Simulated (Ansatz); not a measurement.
**SiH₃+ (singlet): the correlation ladder at distance Si1–H3 = 1.472 Å, aug-cc-pVDZ**

How much of the correlation energy of SiH₃+ (singlet) does each wave-function method recover here?

Method: aug-cc-pVDZ, core rule «outside noble gas», up to 5 orbitals frozen; program: Ansatz 0.2.0, Gaussian basis.

To be run: UHF; CCSD(T) on RHF; BCCD(T) on RHF; CISD; CCSDT(Q) on RHF; CCSDTQ on RHF; CASSCF and MRCISD+Q, 2 electrons in 2 orbitals; CASSCF and NEVPT2, 2 electrons in 2 orbitals; Full CI.

6 further runs of the same task are left out: 6 for a known fault of the program.

## 1. The system

The geometry derives from a PBE0/def2-TZVP stationary point (not a proven minimum). One bond is set to the value named and the two fragments are kept rigid.

4 atoms, charge 1, spin multiplicity 1.

Atoms are counted from 1 here; the program's logs count them from 0.

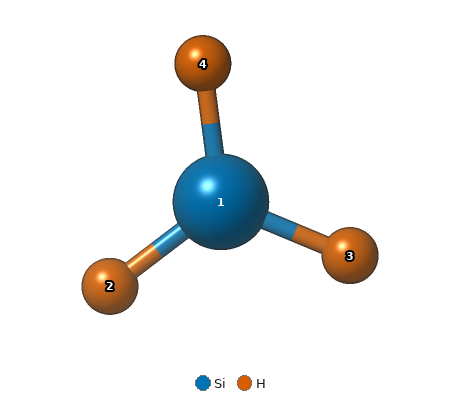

The geometry (silicon blue, hydrogen orange); atoms are numbered from 1 in the order of the file.

Geometry (Å):

```xyz
4
H3Si
Si    0.00000    0.00000    0.00000
H     1.47194    0.01423   -0.00010
H    -0.74829    1.26762   -0.00291
H    -0.72365   -1.28185    0.00300
```

In the tables R marks a restricted determinant and U an unrestricted one; 'pair' is the active space of 2 electrons in 2 orbitals; energies count from the table's Hartree-Fock row.

## 2. UHF

in.yaml reads:

```yaml
crystal:
  periodic: [false, false, false]
  atoms:
    - {symbol: Si, position_ang: [0.000000, 0.000000, 0.000000]}
    - {symbol: H, position_ang: [1.471943, 0.014227, -0.000096]}
    - {symbol: H, position_ang: [-0.748293, 1.267623, -0.002905]}
    - {symbol: H, position_ang: [-0.723650, -1.281850, 0.003001]}
basis:
  gaussian: {orbitals: aug-cc-pVDZ}
total_charge: 1
magnetization: {spin_polarized: true, initial_magnetization: 0}
hamiltonian: {xc: hf}
output: {orbitals: {seedname: orbitals}}
```

The run is started by

```
$ ansatz run in.yaml --threads 1 --pin off --events-out ev --progress --plain --max-ram 4096MiB --backend cpu
```

Output:

```text
Functional definition: HF
  name "HF"
  cite "Fock, Z. Phys. 61, 126 (1930) doi:10.1007/BF01340294"
  parent pbe
  exchange = exact_x
  correlation = 0
626 factors; their error is unknown
mean field evaluation 1: about -7900.1189 eV, gradient 5.7e0 eV
mean field evaluation 2: about -7900.4518 eV, gradient 1.5e0 eV
mean field evaluation 4: about -7900.4785 eV, gradient 1.1e-1 eV
mean field evaluation 8: about -7900.7702 eV, gradient 5.5e-5 eV
mean field -7900.77015951 eV, -290.3479480278 hartree, gradient 5.5e-5 eV, S^2 0.000000; 0 other end points of the search recorded, 0 dependent functions left out
reference -7900.77015951 eV, -290.3479480278 hartree; 8, 8 occupied and 46, 46 virtual orbitals, 626 factors
Total energy: -7900.77015951 eV, -290.3479480278 hartree
```

Run time: 0.21 s. Hardware: 1 thread of AMD EPYC 7R13, shared host.

From the report: ⟨S²⟩ of the determinant 0.000 (pure singlet: 0.00).

The unrestricted search falls back on the restricted solution.

## 3. CCSD(T) on RHF

in.yaml: that of step 2 with these lines changed.

```diff
@@ -10,4 +10,4 @@
 total_charge: 1
-magnetization: {spin_polarized: true, initial_magnetization: 0}
-hamiltonian: {xc: hf}
-output: {orbitals: {seedname: orbitals}}
+magnetization: {spin_polarized: false}
+correlation: {method: ccsd_t, electrons: outside_noble_gas}
+output: {forces: true}
```

The command is unchanged.

Output, shortened:

```text
Functional definition: HF
  name "HF"
  cite "Fock, Z. Phys. 61, 126 (1930) doi:10.1007/BF01340294"
  parent pbe
[...]
529 factors; integrals over basis functions are off by at most 9.3e-4 eV
[...]
mean field -7900.77026431 eV, -290.3479518790 hartree, gradient 1.8e-6 eV, S^2 0.000000; 0 other end points of the search recorded, 0 dependent functions left out
5 core orbitals not correlated: weight in the atoms' cores, before any rotation towards them, 1.000 or more for the frozen orbitals, at most 0.000 for the correlated occupied ones
reference -7900.77026431 eV, -290.3479518790 hartree; 3, 3 occupied and 46, 46 virtual orbitals, 529 factors
second order -2.34823428 eV of doubles, -0.00000000 eV of singles
cycle   1  -2.84424806 eV  change   -5.0e-1 eV  update   5.0e-2
[...]
cycle   8  -3.03509019 eV  change   -1.6e-6 eV  update   4.9e-6
perturbative correction -0.04502319 eV, -0.0016545719 hartree
[...]
Total energy: -7903.85037769 eV, -290.4611439580 hartree
Atom 0 at     0.000000     0.000000     0.000000 Å, force     0.000002     0.000000     0.000000 eV/Å
Atom 1 at     1.471943     0.014227    -0.000096 Å, force     0.127094     0.001228    -0.000008 eV/Å
Atom 2 at    -0.748293     1.267623    -0.002905 Å, force    -0.064612     0.109454    -0.000251 eV/Å
Atom 3 at    -0.723650    -1.281850     0.003001 Å, force    -0.062484    -0.110682     0.000259 eV/Å
Dipole moment:     0.000000     0.000000    -0.000000 e Å
```

Wall time 1.1 s (1 thread of AMD EPYC 7R13, shared host).

From the report: correlation -3.0801 eV; T1 0.009; largest double amplitude 0.05.

## 4. BCCD(T) on RHF

in.yaml: that of step 3 with these lines changed.

```diff
@@ -11,3 +11,2 @@
 magnetization: {spin_polarized: false}
-correlation: {method: ccsd_t, electrons: outside_noble_gas}
-output: {forces: true}
+correlation: {method: bccd_t, electrons: outside_noble_gas}
```

Launched as before.

Output, shortened:

```text
Functional definition: HF
  name "HF"
  cite "Fock, Z. Phys. 61, 126 (1930) doi:10.1007/BF01340294"
  parent pbe
[...]
529 factors; integrals over basis functions are off by at most 9.3e-4 eV
[...]
mean field -7900.77026431 eV, -290.3479518790 hartree, gradient 1.8e-6 eV, S^2 0.000000; 0 other end points of the search recorded, 0 dependent functions left out
5 core orbitals not correlated: weight in the atoms' cores, before any rotation towards them, 1.000 or more for the frozen orbitals, at most 0.000 for the correlated occupied ones
reference -7900.77026431 eV, -290.3479518790 hartree; 3, 3 occupied and 46, 46 virtual orbitals, 529 factors
second order -2.34823428 eV of doubles, -0.00000000 eV of singles
cycle   1  -2.84806574 eV  change   -5.0e-1 eV  update   5.0e-2
[...]
cycle   8  -3.03411624 eV  change   -2.4e-6 eV  update   4.9e-6
perturbative correction -0.04625928 eV, -0.0016999973 hartree
Total energy: -7903.85063984 eV, -290.4611535916 hartree
```

Wall time 0.64 s (1 thread of AMD EPYC 7R13, shared host).

From the report: correlation -3.0804 eV; largest double amplitude 0.05.

## 5. CISD

in.yaml: that of step 4 with these lines changed.

```diff
@@ -10,3 +10,2 @@
 total_charge: 1
-magnetization: {spin_polarized: false}
-correlation: {method: bccd_t, electrons: outside_noble_gas}
+correlation: {active_space: {ras: {orbitals: [3, 0, 46], electrons: 6, max_holes: 2, max_particles: 2}, fixed_orbitals: true}}
```

Launched as before.

Output:

```text
Functional definition: HF
  name "HF"
  cite "Fock, Z. Phys. 61, 126 (1930) doi:10.1007/BF01340294"
  parent pbe
  exchange = exact_x
  correlation = 0
529 factors; integrals over basis functions are off by at most 9.3e-4 eV
mean field evaluation 1: about -7900.4118 eV, gradient 8.0e0 eV
mean field evaluation 2: about -7900.4108 eV, gradient 8.0e0 eV
mean field evaluation 4: about -7900.7702 eV, gradient 1.6e-1 eV
mean field evaluation 8: about -7900.7703 eV, gradient 9.5e-5 eV
mean field -7900.77026431 eV, -290.3479518790 hartree, gradient 1.8e-6 eV, S^2 0.000000; 0 other end points of the search recorded, 0 dependent functions left out
reference -7900.77026431 eV, -290.3479518790 hartree; 8, 8 occupied and 46, 46 virtual orbitals, 529 factors
state -7903.70341012 eV, -290.4557429993 hartree
Total energy: -7903.70341012 eV, -290.4557429993 hartree
```

Wall time 0.85 s (1 thread of AMD EPYC 7R13, shared host).

From the report: 7,609 determinants.

## 6. CCSDT(Q) on RHF

in.yaml: that of step 5 with these lines changed.

```diff
@@ -10,2 +10,3 @@
 total_charge: 1
-correlation: {active_space: {ras: {orbitals: [3, 0, 46], electrons: 6, max_holes: 2, max_particles: 2}, fixed_orbitals: true}}
+magnetization: {spin_polarized: false}
+correlation: {method: ccsdt_q, electrons: outside_noble_gas}
```

Launched as before.

Output, shortened:

```text
Functional definition: HF
  name "HF"
  cite "Fock, Z. Phys. 61, 126 (1930) doi:10.1007/BF01340294"
  parent pbe
[...]
920 factors; integrals over basis functions are off by at most 1.3e-7 eV
[...]
mean field -7900.77027962 eV, -290.3479524417 hartree, gradient 1.8e-6 eV, S^2 0.000000; 0 other end points of the search recorded, 0 dependent functions left out
5 core orbitals not correlated: weight in the atoms' cores, before any rotation towards them, 1.000 or more for the frozen orbitals, at most 0.000 for the correlated occupied ones
reference -7900.77027962 eV, -290.3479524417 hartree; 3, 3 occupied and 46, 46 virtual orbitals, 920 factors
second order -2.34824324 eV of doubles, -0.00000000 eV of singles
cycle   1  -2.84423443 eV  change   -5.0e-1 eV  update   5.3e-2
[...]
cycle  11  -3.09335768 eV  change   -2.3e-7 eV  update   3.6e-7
perturbative correction -0.00110310 eV, -0.0000405382 hartree
Total energy: -7903.86474041 eV, -290.4616717780 hartree
```

Run time: 3.7 s. Hardware: 1 thread of AMD EPYC 7R13, shared host.

From the report: correlation -3.0945 eV; T1 0.009; largest double amplitude 0.05.

## 7. CCSDTQ on RHF

in.yaml: that of step 6 with these lines changed.

```diff
@@ -11,2 +11,2 @@
 magnetization: {spin_polarized: false}
-correlation: {method: ccsdt_q, electrons: outside_noble_gas}
+correlation: {method: ccsdtq, electrons: outside_noble_gas}
```

The run is started by

```
$ ansatz run in.yaml --threads 2 --pin off --events-out ev --progress --plain --max-ram 24576MiB --backend cuda --devices 0, --max-vram 18GiB
```

Output, shortened:

```text
Functional definition: HF
  name "HF"
  cite "Fock, Z. Phys. 61, 126 (1930) doi:10.1007/BF01340294"
  parent pbe
[...]
920 factors; integrals over basis functions are off by at most 1.3e-7 eV
[...]
mean field -7900.77027962 eV, -290.3479524417 hartree, gradient 1.8e-6 eV, S^2 0.000000; 0 other end points of the search recorded, 0 dependent functions left out
5 core orbitals not correlated: weight in the atoms' cores, before any rotation towards them, 1.000 or more for the frozen orbitals, at most 0.000 for the correlated occupied ones
reference -7900.77027962 eV, -290.3479524417 hartree; 3, 3 occupied and 46, 46 virtual orbitals, 920 factors
second order -2.34824324 eV of doubles, -0.00000000 eV of singles
cycle   1  -2.84423587 eV  change   -5.0e-1 eV  update   5.3e-2
[...]
cycle  11  -3.09477122 eV  change   -1.7e-7 eV  update   7.0e-7
Total energy: -7903.86505085 eV, -290.4616831865 hartree
```

Run time: 10 s. Hardware: 1 × H100 (card shared with other runs) with 2 threads of AMD EPYC 7R13, shared host; peak host memory 0.78 GiB.

From the report: correlation -3.0948 eV; T1 0.009; largest double amplitude 0.05.

## 8. CASSCF and MRCISD+Q, 2 electrons in 2 orbitals

in.yaml: that of step 7 with these lines changed.

```diff
@@ -10,3 +10,2 @@
 total_charge: 1
-magnetization: {spin_polarized: false}
-correlation: {method: ccsdtq, electrons: outside_noble_gas}
+correlation: {method: fic_mrcisd_q, electrons: outside_noble_gas, active_space: {window: {electrons: 2, orbitals: 2}}}
```

Same command.

Output, shortened:

```text
Functional definition: HF
  name "HF"
  cite "Fock, Z. Phys. 61, 126 (1930) doi:10.1007/BF01340294"
  parent pbe
[...]
529 factors; integrals over basis functions are off by at most 9.3e-4 eV
[...]
mean field -7900.77026431 eV, -290.3479518790 hartree, gradient 1.8e-6 eV, S^2 0.000000; 0 other end points of the search recorded, 0 dependent functions left out
reference -7900.77026431 eV, -290.3479518790 hartree; 8, 8 occupied and 46, 46 virtual orbitals, 529 factors
state -7901.16076566 eV, -290.3623025388 hartree
contracted CI cycle   1: correlation 0.00000000 eV, 0.0000000000 hartree, residual 1.22e1 eV
contracted CI cycle   2: correlation -2.49279017 eV, -0.0916083491 hartree, residual 2.14e0 eV
contracted CI cycle   3: correlation -2.57354727 eV, -0.0945761178 hartree, residual 5.93e-1 eV
contracted CI cycle   4: correlation -2.58005982 eV, -0.0948154497 hartree, residual 1.90e-1 eV
contracted CI cycle   5: correlation -2.58070699 eV, -0.0948392327 hartree, residual 5.69e-2 eV
contracted CI cycle   6: correlation -2.58077079 eV, -0.0948415773 hartree, residual 1.94e-2 eV
contracted CI cycle   7: correlation -2.58077780 eV, -0.0948418349 hartree, residual 6.72e-3 eV
contracted CI cycle   8: correlation -2.58077859 eV, -0.0948418637 hartree, residual 2.39e-3 eV
contracted CI cycle   9: correlation -2.58077869 eV, -0.0948418674 hartree, residual 7.02e-4 eV
state -7901.16076566 eV, -290.3623025388 hartree; corrected -7903.88469695 eV, -290.4624051673 hartree
Total energy: -7903.88469695 eV, -290.4624051673 hartree
```

It took 8.5 s on 1 × H100 (card shared with other runs) with 2 threads of AMD EPYC 7R13, shared host; peak host memory 0.77 GiB.

From the report: 4 determinants; active occupations 1.98, 0.02.

## 9. CASSCF and NEVPT2, 2 electrons in 2 orbitals

in.yaml: that of step 8 with these lines changed.

```diff
@@ -10,2 +10,2 @@
 total_charge: 1
-correlation: {method: fic_mrcisd_q, electrons: outside_noble_gas, active_space: {window: {electrons: 2, orbitals: 2}}}
+correlation: {method: sc_nevpt2, electrons: outside_noble_gas, active_space: {window: {electrons: 2, orbitals: 2}}}
```

The run is started by

```
$ ansatz run in.yaml --threads 1 --pin off --events-out ev --progress --plain --max-ram 4096MiB --backend cpu
```

Output:

```text
Functional definition: HF
  name "HF"
  cite "Fock, Z. Phys. 61, 126 (1930) doi:10.1007/BF01340294"
  parent pbe
  exchange = exact_x
  correlation = 0
529 factors; integrals over basis functions are off by at most 9.3e-4 eV
mean field evaluation 1: about -7900.4118 eV, gradient 8.0e0 eV
mean field evaluation 2: about -7900.4108 eV, gradient 8.0e0 eV
mean field evaluation 4: about -7900.7702 eV, gradient 1.6e-1 eV
mean field evaluation 8: about -7900.7703 eV, gradient 9.5e-5 eV
mean field -7900.77026431 eV, -290.3479518790 hartree, gradient 1.8e-6 eV, S^2 0.000000; 0 other end points of the search recorded, 0 dependent functions left out
reference -7900.77026431 eV, -290.3479518790 hartree; 8, 8 occupied and 46, 46 virtual orbitals, 529 factors
state -7901.16076566 eV, -290.3623025388 hartree
state -7901.16076566 eV, -290.3623025388 hartree; corrected -7903.11442022 eV, -290.4340980197 hartree
Total energy: -7903.11442022 eV, -290.4340980197 hartree
```

Wall time 1 s (1 thread of AMD EPYC 7R13, shared host).

From the report: 4 determinants; active occupations 1.98, 0.02.

## 10. Full CI

in.yaml: that of step 9 with these lines changed.

```diff
@@ -10,2 +10,2 @@
 total_charge: 1
-correlation: {method: sc_nevpt2, electrons: outside_noble_gas, active_space: {window: {electrons: 2, orbitals: 2}}}
+correlation: {method: fci, electrons: outside_noble_gas}
```

The run is started by

```
$ ansatz run in.yaml --threads 2 --pin off --events-out ev --progress --plain --max-ram 24576MiB --backend cuda --devices 0, --max-vram 18GiB
```

Output:

```text
Functional definition: HF
  name "HF"
  cite "Fock, Z. Phys. 61, 126 (1930) doi:10.1007/BF01340294"
  parent pbe
  exchange = exact_x
  correlation = 0
920 factors; integrals over basis functions are off by at most 1.3e-7 eV
mean field evaluation 1: about -7900.4117 eV, gradient 8.0e0 eV
mean field evaluation 2: about -7900.4108 eV, gradient 8.0e0 eV
mean field evaluation 4: about -7900.7701 eV, gradient 1.6e-1 eV
mean field evaluation 8: about -7900.7703 eV, gradient 9.4e-5 eV
mean field -7900.77027962 eV, -290.3479524417 hartree, gradient 1.8e-6 eV, S^2 0.000000; 0 other end points of the search recorded, 0 dependent functions left out
5 core orbitals not correlated: weight in the atoms' cores, before any rotation towards them, 1.000 or more for the frozen orbitals, at most 0.000 for the correlated occupied ones
reference -7900.77027962 eV, -290.3479524417 hartree; 3, 3 occupied and 46, 46 virtual orbitals, 920 factors
state -7903.86503107 eV, -290.4616824596 hartree
Total energy: -7903.86503107 eV, -290.4616824596 hartree
```

It took 18 s on 1 × H100 (card shared with other runs) with 2 threads of AMD EPYC 7R13, shared host; peak host memory 0.83 GiB.

From the report: 85,404,472 determinants, symmetry A1.

## 11. Natural occupations

Natural occupations of the FCI state about the gap (report; correlated orbitals 1 to 10): 1.961, 1.950, 1.950, 0.030, 0.021, 0.021, 0.017, 0.009, 0.009, 0.007. The count of effectively unpaired electrons, Σ n²(2 − n)², is 0.03; a single determinant of this spin has 0.

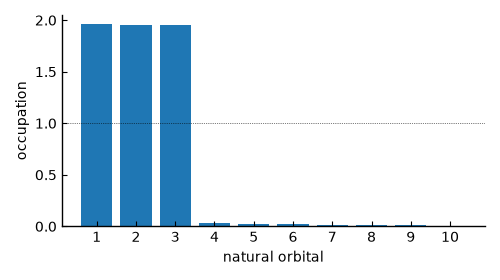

Natural occupations of the FCI state.

## 12. Misses and costs

The yardstick is full CI for this spin, exact in this basis with these frozen cores. Rows without a time come out of other runs: HF, MP2 and CCSD of CCSD(T), CCSDT of CCSDT(Q), CASSCF and MRCISD of the multireference runs. The times of RCCSD(T) include forces.

Differences are taken before rounding.

```
       method  energy from the lowest RHF (kcal/mol)  from FCI (kcal/mol)         time
          RHF                                   0.00               +71.37             
         RMP2                                 -54.15               +17.22             
         CISD                                 -67.64                +3.73       0.85 s
        RCCSD                                 -69.99                +1.38             
     RCCSD(T)                                 -71.03                +0.34        1.1 s
      BCCD(T)                                 -71.04                +0.33       0.64 s
       RCCSDT                                 -71.33                +0.03             
    RCCSDT(Q)                                 -71.36                +0.01        3.7 s
      RCCSDTQ                                 -71.37                 0.00   10 s (GPU)
  CASSCF pair                                  -9.01               +62.36             
  NEVPT2 pair                                 -54.06               +17.31          1 s
  MRCISD pair                                 -68.52                +2.85             
MRCISD+Q pair                                 -71.82                -0.45  8.5 s (GPU)
          FCI                                 -71.37                    0   18 s (GPU)
```

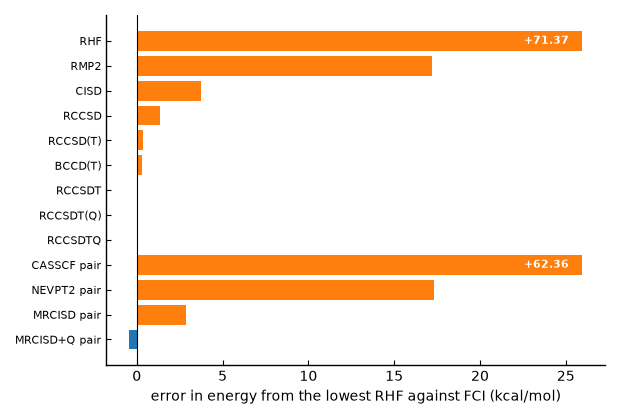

How far each level lands from FCI. Bars with a number in them are cut short.

Some runs used a GPU and others CPU threads alone; cost is compared among the CPU runs only.

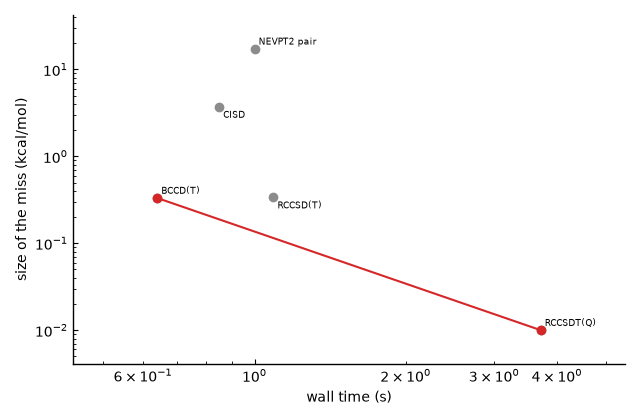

Miss against cost. Red marks the levels that no quicker level drawn beats. Misses under 0.01 kcal/mol are drawn at that value. Times are from a shared host.

## 13. Results

```
                         quantity                                                         value
         FCI below the RHF energy                                                    -3.0948 eV
                    RMP2 from FCI                                               +17.22 kcal/mol
                   RCCSD from FCI                                                +1.38 kcal/mol
                RCCSD(T) from FCI                                                +0.34 kcal/mol
               RCCSDT(Q) from FCI                                                +0.01 kcal/mol
             NEVPT2 pair from FCI                                               +17.31 kcal/mol
           MRCISD+Q pair from FCI                                                -0.45 kcal/mol
levels within 1 kcal/mol (43 meV)  RCCSD(T), BCCD(T), RCCSDT, RCCSDT(Q), RCCSDTQ, MRCISD+Q pair
                    T1 diagnostic                                                         0.009
   effectively unpaired electrons                                                          0.03
```

What this shows: RCCSD(T) lands +0.34 kcal/mol from the yardstick (0.5 % of the correlation energy). MRCISD+Q pair falls below full CI: the +Q correction isn't variational, and the cores differ from full CI's. One determinant dominates. Of the multireference levels listed MRCISD+Q pair comes nearest in total energy (-0.45 kcal/mol), which doesn't show that its space is the better one. These misses are within one basis, not against nature.

For cost: RCCSDT(Q) gets within 0.01 kcal/mol in 3.7 s; the quickest level in the cost chart, BCCD(T), takes 0.64 s and misses by 0.33 kcal/mol.
